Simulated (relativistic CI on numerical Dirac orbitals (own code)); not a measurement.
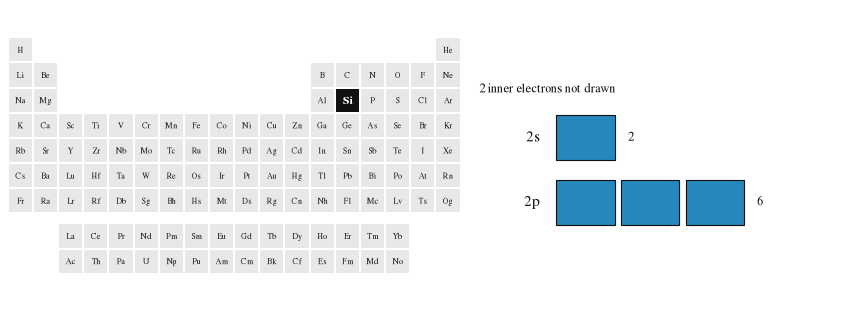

Left, the place of silicon in the periodic table; right, the outer shells of the leading configuration of the lowest level: a box for each of the 2l + 1 orbitals, shaded by the share of the shell that is filled, with the electron count at the right.

## Si⁴⁺: relativistic CI calculation

Si⁴⁺. Computed at this level: Dirac-Coulomb-Breit CI, KLI orbitals optimised for each configuration, model QED (radiative potential, 1s self-energy scaled to tabulated hydrogen-like ionisation energies), valence Slater integrals scaled by 0.85, P86 correlation energy added to each configuration (relativistic CI on numerical Dirac orbitals, in-house).

## The input
```
atom Si  Z=14  charge=4  electrons=10
nucleus A=28  rms_radius_fm=3.1224
hamiltonian dirac-coulomb  breit=on  qed=on  c_scale=1
orbitals kli  potential=per-configuration
slater_scale 0.85
correlation p86
mixing on
configurations
  [He] 2s2 2p6
  [He] 2s2 2p5 3s
  [He] 2s2 2p5 3p
end
```

The run was one of a batch that the task file lists, launched with:
```bash
python <driver script> task.json out
```

The program writes its results to a structured record and prints no log; tables and figures of this report are taken from that record.

## The lowest 15 levels

| Configuration | Level | E (eV) | LS purity (%) | Landé g | Lifetime (s; – stable or not computed) |
| --- | --- | --- | --- | --- | --- |
| 2p⁶ | ¹S₀ | 0 | 100 | – | – |
| 2p⁵ 3s | ³P°₂ | 103.9 | 100 | 1.501 | 1.1×10⁻² |
| 2p⁵ 3s | ³P°₁ | 104.2 | 89 | 1.443 | 2.6×10⁻¹⁰ |
| 2p⁵ 3s | ³P°₀ | 104.5 | 100 | – | 1.3×10⁰ |
| 2p⁵ 3s | ¹P°₁ | 105.1 | 89 | 1.057 | 3.4×10⁻¹¹ |
| 2p⁵ 3p | ³S₁ | 112.8 | 98 | 1.989 | 1.4×10⁻⁹ |
| 2p⁵ 3p | ³D₃ | 113.7 | 100 | 1.334 | 9.9×10⁻¹⁰ |
| 2p⁵ 3p | ³D₂ | 113.9 | 84 | 1.159 | 1.0×10⁻⁹ |
| 2p⁵ 3p | ³D₁ | 114.1 | 80 | 0.638 | 1.0×10⁻⁹ |
| 2p⁵ 3p | [(2p₃/₂)³ 3p₃/₂] J = 2 | 114.4 | 56 | 1.282 | 9.0×10⁻¹⁰ |
| 2p⁵ 3p | ¹P₁ | 114.6 | 56 | 1.022 | 9.8×10⁻¹⁰ |
| 2p⁵ 3p | [2p₁/₂ 3p₃/₂] J = 2 | 114.8 | 45 | 1.226 | 9.4×10⁻¹⁰ |
| 2p⁵ 3p | ³P₀ | 114.8 | 100 | – | 8.1×10⁻¹⁰ |
| 2p⁵ 3p | ³P₁ | 114.9 | 66 | 1.351 | 8.8×10⁻¹⁰ |
| 2p⁵ 3p | ¹S₀ | 120.4 | 100 | – | 2.6×10⁻¹⁰ |

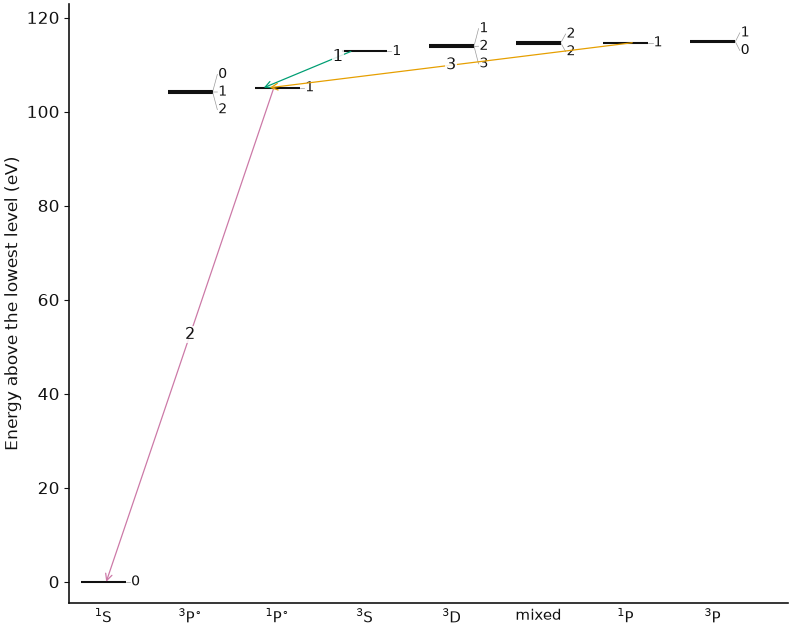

Levels of Si⁴⁺ with 3 numbered transitions. Rates are at computed energies, in the length gauge.

| No. | Upper | Lower | Type | λ (vacuum) | A (s⁻¹) |
| --- | --- | --- | --- | --- | --- |
| 1 | 2p⁵ 3p ³S₁ | 2p⁵ 3s ¹P°₁ | E1 | 160.9 nm | 5.4×10⁶ |
| 2 | 2p⁵ 3s ¹P°₁ | 2p⁶ ¹S₀ | E1 | 11.80 nm | 3.0×10¹⁰ |
| 3 | 2p⁵ 3p ¹P₁ | 2p⁵ 3s ¹P°₁ | E1 | 129.7 nm | 4.7×10⁸ |

Line 2 has the largest rate; it falls in the extreme ultraviolet region.

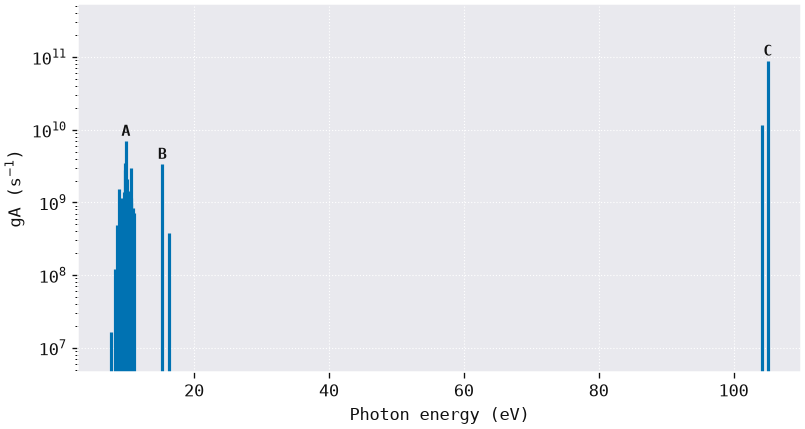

The stronger electric dipole lines (weighted rates gA) for Si⁴⁺ (silicon, Z = 14). A: 2p⁵ 3p ³D₃ → 2p⁵ 3s ³P°₂, 9.891 eV, gA = 7.1×10⁹ s⁻¹; B: 2p⁵ 3p ¹S₀ → 2p⁵ 3s ¹P°₁, 15.30 eV, gA = 3.4×10⁹ s⁻¹; C: 2p⁵ 3s ¹P°₁ → 2p⁶ ¹S₀, 105.1 eV, gA = 8.9×10¹⁰ s⁻¹. The strongest, C, lies in the extreme ultraviolet region.

## Summary

- outcome: converged
- lowest level: 2p⁶ ¹S₀
- first excited level: 2p⁵ 3s ³P°₂, 837,651 cm⁻¹
- levels computed: 15
- SCF iterations: 28
- hardware: 1 CPU thread, shared host

## Remarks

Limits: configurations can be misplaced by up to about 7 % of their energy; only a limited list of configurations is included, so lower levels can be missing.
